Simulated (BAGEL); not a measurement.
**C2H5ClSi (SMILES ClC1C[SiH2]1): HF/3-21G (density fitting with qzvpp-jkfit)**

What is the vertical singlet–triplet gap of C2H5ClSi at HF/3-21G (density fitting with qzvpp-jkfit)? 

The results are computed with BAGEL 1.2.2.

### Step 1. The structure to begin with

C2H5ClSi has 9 atoms, charge 0, and is taken as a singlet. As SMILES, `ClC1C[SiH2]1`. Geometry: relaxed at PBE0-D4/def2-TZVP.

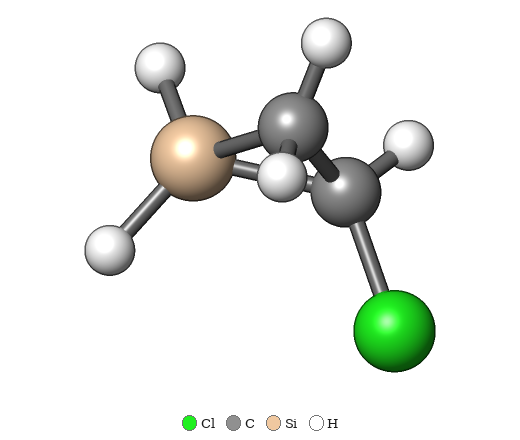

Viewed from a chosen angle; chlorine green, carbon grey, silicon light orange, hydrogen white.

### Step 2. A single-point energy at HF/3-21G (density fitting with qzvpp-jkfit)

Contents of calc.json:

```json
{ "bagel" : [

{
  "title" : "molecule",
  "basis" : "3-21g",
  "df_basis" : "qzvpp-jkfit",
  "angstrom" : true,
  "geometry" : [
    { "atom" : "Cl", "xyz" : [      -0.610200,      -0.416600,      -2.254300 ] },
    { "atom" : "C", "xyz" : [      -0.442600,       0.373500,      -0.689900 ] },
    { "atom" : "C", "xyz" : [       0.930400,       0.305100,      -0.014300 ] },
    { "atom" : "Si", "xyz" : [      -0.417500,      -0.575100,       0.903900 ] },
    { "atom" : "H", "xyz" : [      -0.899600,       1.356600,      -0.714500 ] },
    { "atom" : "H", "xyz" : [       1.659300,      -0.322300,      -0.518200 ] },
    { "atom" : "H", "xyz" : [       1.345700,       1.248900,       0.324100 ] },
    { "atom" : "H", "xyz" : [      -0.452800,      -2.048100,       0.838700 ] },
    { "atom" : "H", "xyz" : [      -1.023900,       0.031800,       2.107300 ] }
  ]
},

{ "title" : "hf" },

{ "title" : "print", "file" : "orbitals.molden", "orbitals" : true }

]}
```

On the command line:

```bash
BAGEL_NUM_THREADS=1 BAGEL calc.json > calc.out
```

Standard output:

```text
* using 1 threads per process

  ===============================================================
  ===============================================================

  *** Geometry ***

  { "atom" : "Cl", "xyz" : [     -1.153111,     -0.787260,     -4.260010 ] },
  { "atom" : "C", "xyz" : [     -0.836393,      0.705813,     -1.303722 ] },
  { "atom" : "C", "xyz" : [      1.758201,      0.576555,     -0.027023 ] },
  { "atom" : "Si", "xyz" : [     -0.788961,     -1.086781,      1.708123 ] },
  { "atom" : "H", "xyz" : [     -1.699998,      2.563602,     -1.350209 ] },
  { "atom" : "H", "xyz" : [      3.135623,     -0.609059,     -0.979256 ] },
  { "atom" : "H", "xyz" : [      2.543004,      2.360079,      0.612460 ] },
  { "atom" : "H", "xyz" : [     -0.855668,     -3.870348,      1.584913 ] },
  { "atom" : "H", "xyz" : [     -1.934891,      0.060093,      3.982220 ] },

  Number of auxiliary basis functions:      496

  Since a DF basis is specified, we compute 2- and 3-index integrals:
    o Being stored without compression. Storage requirement is 0.012 GB

  Number of basis functions:       54
  Number of electrons      :       48

    * METHOD: MOLECULE                             0.17

  *** RHF ***

  === Nuclear Repulsion ===
   202.0129070206

      * DIIS with orbital gradients will be used.

  === RHF iteration (3-21g) ===
      0       -822.78245560          0.01286516           0.04
      1       -822.83605504          0.00417315           0.04
      2       -822.84147863          0.00135670           0.04
      3       -822.84210242          0.00019070           0.04
      4       -822.84212461          0.00006075           0.04
      5       -822.84212847          0.00001894           0.04
      6       -822.84212871          0.00000701           0.04
      7       -822.84212875          0.00000249           0.04
      8       -822.84212875          0.00000043           0.04
      9       -822.84212875          0.00000018           0.04
     10       -822.84212875          0.00000007           0.04
     11       -822.84212875          0.00000002           0.04
     12       -822.84212875          0.00000001           0.04
    * SCF iteration converged.

    * Permanent dipole moment:
           (   -0.152555,    -0.238529,    -1.026032) a.u.

    * METHOD: HF                                   0.62

    * METHOD: PRINT                                0.01

  ===============================================================
```

Wall time 0.92 s (1 thread of Arm Neoverse V2, shared host).

### Step 3. The triplet

Changes to calc.json since step 2:

```diff
@@ -6,3 +6,3 @@
   "df_basis" : "qzvpp-jkfit",
-  "angstrom" : true,
+  "angstrom" : "true",
   "geometry" : [
@@ -20,5 +20,5 @@
 
-{ "title" : "hf" },
+{ "title" : "uhf", "nopen" : 2 },
 
-{ "title" : "print", "file" : "orbitals.molden", "orbitals" : true }
+{ "title" : "print", "file" : "orbitals.molden", "orbitals" : "true" }
```

On the command line:

```bash
BAGEL_NUM_THREADS=1 BAGEL calc.json > calc.out
```

Standard output:

```text
* using 1 threads per process

  ===============================================================
  ===============================================================

  *** Geometry ***

  { "atom" : "Cl", "xyz" : [     -1.153111,     -0.787260,     -4.260010 ] },
  { "atom" : "C", "xyz" : [     -0.836393,      0.705813,     -1.303722 ] },
  { "atom" : "C", "xyz" : [      1.758201,      0.576555,     -0.027023 ] },
  { "atom" : "Si", "xyz" : [     -0.788961,     -1.086781,      1.708123 ] },
  { "atom" : "H", "xyz" : [     -1.699998,      2.563602,     -1.350209 ] },
  { "atom" : "H", "xyz" : [      3.135623,     -0.609059,     -0.979256 ] },
  { "atom" : "H", "xyz" : [      2.543004,      2.360079,      0.612460 ] },
  { "atom" : "H", "xyz" : [     -0.855668,     -3.870348,      1.584913 ] },
  { "atom" : "H", "xyz" : [     -1.934891,      0.060093,      3.982220 ] },

  Number of auxiliary basis functions:      496

  Since a DF basis is specified, we compute 2- and 3-index integrals:
    o Being stored without compression. Storage requirement is 0.012 GB

  Number of basis functions:       54
  Number of electrons      :       48

    * METHOD: MOLECULE                             0.17

  *** Open-shell HF ***

  === Nuclear Repulsion ===
   202.0129070206

      * DIIS with orbital gradients will be used.

  === UHF iteration (3-21g) ===
      0       -822.54478269          0.02294548           0.08
      1       -822.61404502          0.00824998           0.08
      2       -822.62690086          0.00294801           0.08
      3       -822.63171262          0.00198482           0.08
      4       -822.63612513          0.00137300           0.08
      5       -822.63941142          0.00112525           0.08
      6       -822.64357298          0.00070779           0.08
      7       -822.64520677          0.00058188           0.08
      8       -822.64647765          0.00035641           0.08
      9       -822.64674028          0.00036011           0.08
     10       -822.64698673          0.00020905           0.08
     11       -822.64711279          0.00015925           0.08
     12       -822.64718691          0.00009389           0.08
     13       -822.64721509          0.00004685           0.08
     14       -822.64722065          0.00002719           0.08
     15       -822.64722235          0.00001316           0.09
     16       -822.64722287          0.00000520           0.09
     17       -822.64722290          0.00000297           0.09
     18       -822.64722292          0.00000204           0.08
     19       -822.64722293          0.00000149           0.08
     20       -822.64722293          0.00000125           0.09
     21       -822.64722294          0.00000100           0.08
     22       -822.64722294          0.00000076           0.08
     23       -822.64722294          0.00000054           0.08
     24       -822.64722294          0.00000037           0.08
     25       -822.64722294          0.00000022           0.08
     26       -822.64722294          0.00000010           0.08
     27       -822.64722294          0.00000007           0.08
     28       -822.64722294          0.00000003           0.08
     29       -822.64722294          0.00000002           0.08
     30       -822.64722294          0.00000001           0.08
     31       -822.64722294          0.00000001           0.08
    * SCF iteration converged.

    * S^2 (UHF) is 2.0302

    * Permanent dipole moment:
           (   -0.483716,    -0.824534,    -0.001401) a.u.

    * METHOD: UHF                                  2.70

    * METHOD: PRINT                                0.01

  ===============================================================
```

It took 3 s on 1 thread of Arm Neoverse V2, shared host.

### Step 4. Results

At HF/3-21G (density fitting with qzvpp-jkfit):

| quantity | value |
| --- | --- |
| singlet: total energy | -822.84213 Eh |
| singlet: dipole moment | 2.71 D |
| singlet: HOMO energy | -9.77 eV |
| singlet: LUMO energy | 3.49 eV |
| singlet: HOMO–LUMO gap | 13.26 eV |
| triplet: total energy | -822.64722 Eh |
| triplet: dipole moment | 2.43 D |
| triplet: ⟨S²⟩ | 2.030 |
| vertical energy of the triplet above the singlet | 5.304 eV |

What this shows: At this shape the triplet lies 5.30 eV (122 kcal/mol) above the singlet.
